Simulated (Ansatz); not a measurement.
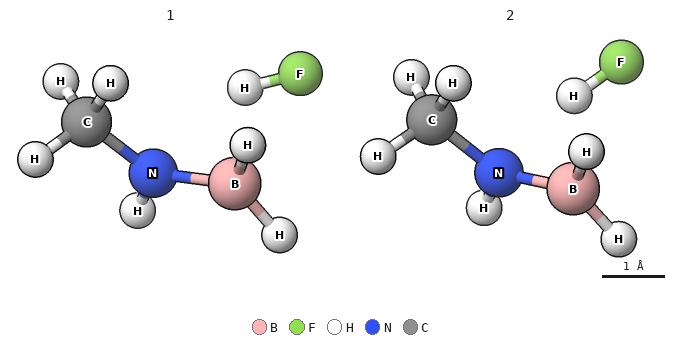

Two geometries of CH₇BFN, drawn at one scale. One is the start of a relaxation, the other its converged end. A ball-and-stick model, seen at a tilt.

These are results of Ansatz, RKS PBE/6-31G*, not measurements. Set-up: no spin polarisation; force threshold 0.03 eV/Å; at most 50 steps.

Question: Which geometry has the lower energy?

Answer: Structure 2 is the relaxed one. The run prepares an end point of a later path (reaction) calculation, from a guessed geometry. The largest move after the best rigid fit is that of the F atom, 0.41 Å. Largest moves by element: F 0.41 Å, H 0.26 Å, B 0.11 Å, C 0.10 Å, N 0.09 Å. Some distances before and after: B–N 1.480 → 1.412 Å, F–H 0.938 → 0.956 Å, C–N 1.458 → 1.465 Å. The energy falls by 13.5 kJ/mol in 6 geometry steps. The largest force component goes from 1.9 to 0.014 eV/Å. The run took 22 s on 1 thread of Arm Neoverse V1, with other jobs on the host, peak memory 0.15 GiB.

Limits of the set-up: the start holds two separate molecules, 2.2 Å apart at their closest, whose relative position is a soft coordinate and is computed without a dispersion correction.
